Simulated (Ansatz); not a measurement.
The figure comes from a scan of TiSi₂ (C54 type, space group Fddd): one Ti atom of a 6-atom cell moves by s along Cartesian [110], with its periodic images. Calculation: r2SCAN (plane waves to 500 eV, PAW, scalar-relativistic; Ansatz, a first-principles code). k mesh 10×10×10 (Γ-centred), Fermi-Dirac smearing 0.05 eV. Left out: 2 of 11 points, with atoms too close for the PAW data. With partly filled bands, energies and forces of such displacements shift with the k mesh and the smearing. F∥ is the force on the atom along that direction. TiSi2 is run without spin polarisation. TiSi2 was relaxed with its symmetry unable to fall. 

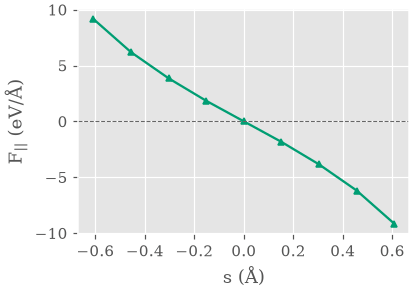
F∥ (eV/Å) against s (Å); one marker a computed point.

Turn the plot into a table (rounded to what can be read).

To the nearest 0.5:

| s (Å) | F∥ (eV/Å) |
|---|---|
| -0.608 | 9.0 |
| -0.456 | 6.0 |
| -0.304 | 4.0 |
| -0.152 | 2.0 |
| 0.000 | 0.0 |
| 0.152 | -2.0 |
| 0.304 | -4.0 |
| 0.456 | -6.0 |
| 0.608 | -9.0 |

(For displaced atoms, the force is minus the slope of the energy, and its curvature is a force constant, which sets phonon frequencies.)
